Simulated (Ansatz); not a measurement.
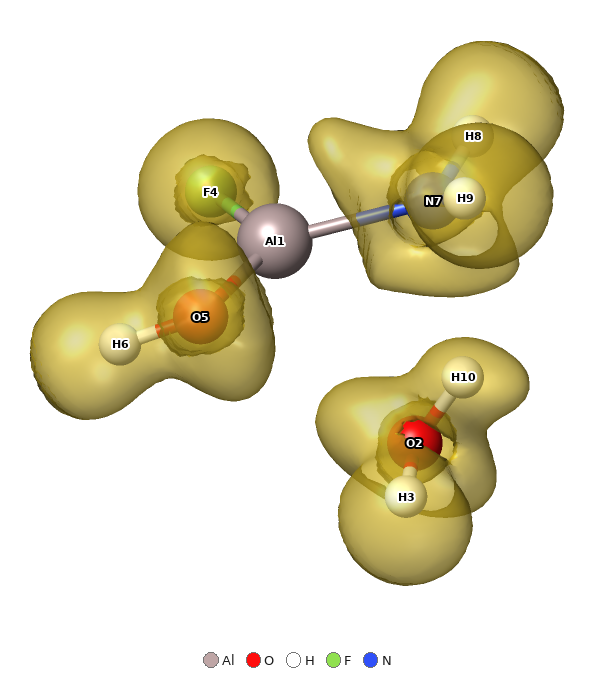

AlFH$_{3}$NO···H$_{2}$O. Isosurface of the electron localisation function at 0.75 (yellow), seen at an oblique angle. Core shells and regions of very low density are left out.

Not at a stationary point (largest force 1.6 eV/Å).

The calculation used RKS BLYP-D4/def2-SVP in Ansatz 0.2.0.

```yaml
atoms:
  - { symbol: Al, position_ang: [-0.0002, 0.5173, -0.3033] }
  - { symbol: O, position_ang: [-0.1370, -0.1460, 2.5806] }
  - { symbol: H, position_ang: [-1.1091, -0.2241, 2.6670] }
  - { symbol: F, position_ang: [1.4026, -0.2806, -0.7582] }
  - { symbol: O, position_ang: [-1.5748, -0.0125, -0.7216] }
  - { symbol: H, position_ang: [-1.7294, -0.8789, -1.1344] }
  - { symbol: N, position_ang: [0.1309, 2.1688, 0.5741] }
  - { symbol: H, position_ang: [1.0329, 2.6548, 0.5980] }
  - { symbol: H, position_ang: [-0.6285, 2.8556, 0.5317] }
  - { symbol: H, position_ang: [-0.0191, 0.8244, 2.3789] }
```

> Describe the localisation domains.

At this value the surface marks out one region wrapped around F (its valence shell), one joined region spread over several atoms (H, N), in which their bonds and any lone pairs are merged and two joined regions spread over several atoms (H, O), in which their bonds and any lone pairs are merged. Profiles from the grid: Al1···H10 (2.70 Å): the ELF climbs to about 0.95 towards the hydrogen. Al–F (1.68 Å): the ELF peaks at about 0.85 in the valence shell of F, 0.6 Å from its nucleus, and is about 0.25 at the midpoint.
